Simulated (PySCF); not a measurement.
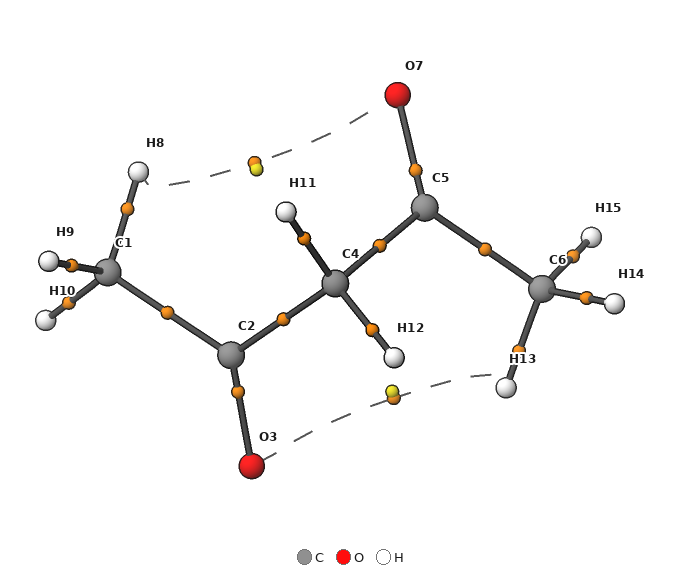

*C$_{5}$H$_{8}$O$_{2}$, SMILES `CC(=O)CC(C)=O`. Molecular graph of the electron density (QTAIM): bond paths, bond critical points (orange), ring points (yellow, if any); weak paths are dashed.*

PySCF calculation, r2SCAN/def2-SVPD, gas phase; geometry: GFN2-xTB. No frequency check shows the geometry to be a minimum.

Geometry (Å), atoms numbered from 1:

```
C1      -1.9659    0.8905   -0.2918
C2      -1.1645   -0.3131    0.1007
O3      -1.3621   -1.4276   -0.3076
C4      -0.0002    0.0003    1.0320
C5       1.1645    0.3130    0.1007
C6       1.9660   -0.8906   -0.2916
O7       1.3621    1.4275   -0.3077
H8      -1.2880    1.6793   -0.6146
H9      -2.5209    1.2559    0.5706
H10     -2.6627    0.6430   -1.0881
H11     -0.2253    0.8714    1.6435
H12      0.2253   -0.8713    1.6436
H13      1.2881   -1.6795   -0.6144
H14      2.5209   -1.2559    0.5707
H15      2.6627   -0.6431   -1.0880
```

Q: How many critical points of each kind are there, and does the count close?

A: 15 nuclei, 16 bond, 2 ring and 0 cage critical points: 15 − 16 + 2 − 0 = 1, as the Poincaré–Hopf relation requires.

Q: What does the calculation give at each kind of bond critical point?

A:
```csv
bond,length (Å),ρ (a.u.),∇²ρ (a.u.),ε,H (a.u.)
C2–O3 (2 alike),1.203,0.413,+0.42,0.03,−0.724
C6–H15 (2 alike),1.087,0.278,−1.02,0.00,−0.299
C4–H11 (2 alike),1.088,0.277,−1.01,0.02,−0.297
C1–H8 (2 alike),1.089,0.274,−1.00,0.01,−0.295
C1–H9 (2 alike),1.089,0.272,−0.97,0.01,−0.290
C1–C2 (2 alike),1.498,0.260,−0.62,0.05,−0.218
C2–C4 (2 alike),1.524,0.246,−0.55,0.06,−0.198
O7–H8 (2 alike),2.680,0.007,+0.03,4.81,+0.001
```

Q: What kind of interaction is C1–H8?

A: Shared-shell (covalent): ρ = 0.274, ∇²ρ = −1.00, H = −0.295 a.u.

Q: Are there bond paths between atoms that aren't covalently bonded?

A: Yes: O7–H8 and O3–H13 (2.68 Å, ρ = 0.007).

The PySCF run took 48 s on 1 thread of Intel(R) Xeon(R) 6975P-C (Granite Rapids), on a shared host, peak memory 0.8 GiB.
